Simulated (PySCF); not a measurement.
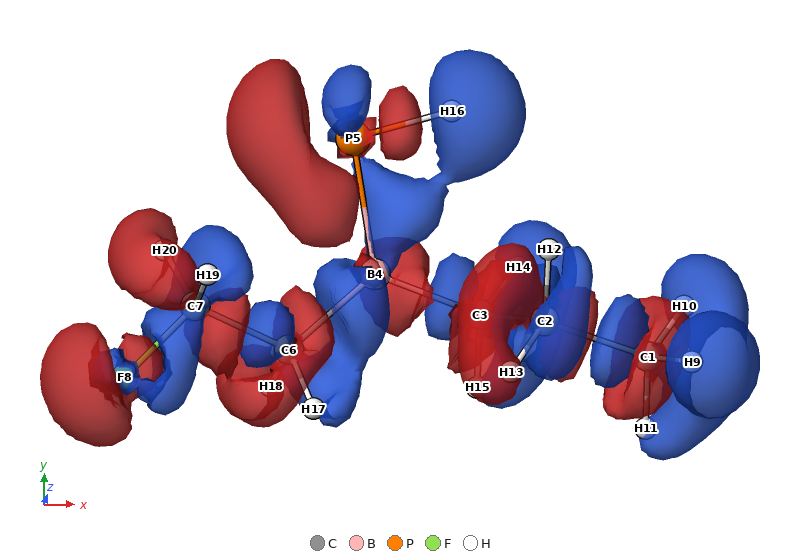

C5H12BFP, doublet, SMILES `CCCB([PH])CCF`. Change of the electron density in a uniform field of 0.21 V/Å, surfaces at ±0.0015 e/Å³ (red: gain, blue: loss).

Computed with PySCF, BLYP/6-31+G*, geometry: GFN2-xTB. No frequency check shows the geometry to be a minimum. The basis has diffuse s and p functions alone, which still leaves polarisabilities too small, most of all across bonds. The stability of the open-shell solution wasn't checked. GFN2-xTB bond lengths at metals and heavier atoms can be off by up to 0.1 Å and shapes distorted, which carries into these values. GFN2-xTB doesn't know the spin state, so this open-shell geometry is rough.

Q: Along which Cartesian direction does the field point?

A: Along +x: electrons gather on the −x side, against the field.

Q: How large is the response?

A: The induced dipole is 1.22 D (along the field); α along this axis, from the fields in both directions, is 119 bohr³ (17.7 Å³).

Q: Which atoms gain and lose the most charge?

A: Electrons gather most on P5 (Hirshfeld charge changes by −0.015 e) and leave H16 most (+0.008 e); 0.088 electrons are displaced in all.

Run time: 5.4 min on 1 thread of Intel(R) Xeon(R) Processor @ 2.50GHz (Skylake/Cascade Lake), on a shared host, peak memory 0.69 GiB.
